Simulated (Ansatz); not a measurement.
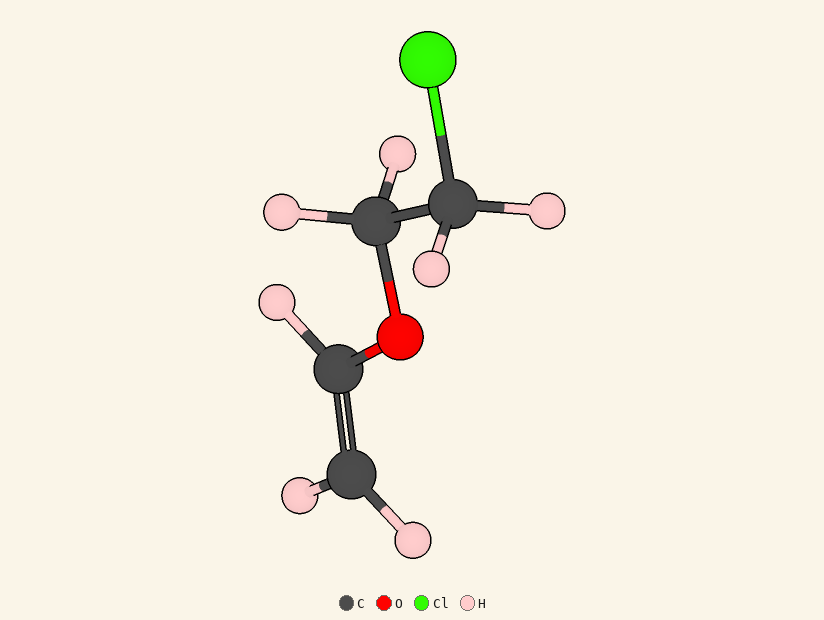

The picture comes from a calculation with Ansatz.

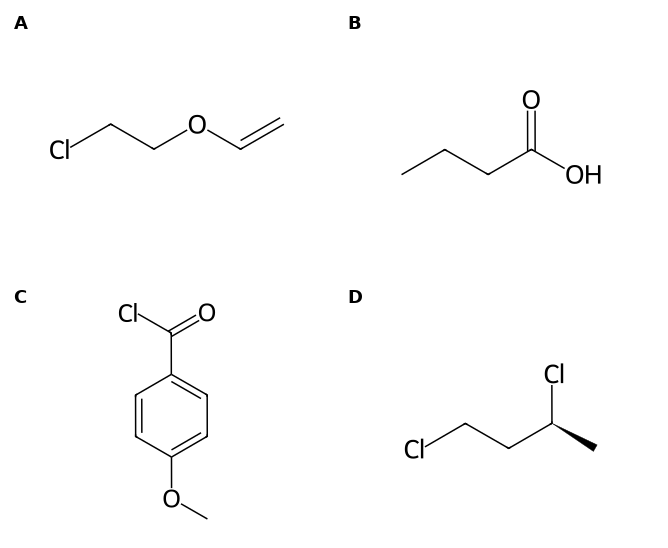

The first picture shows one of the molecules drawn in the second. Which?

Answer. A, `C=COCCCl`.
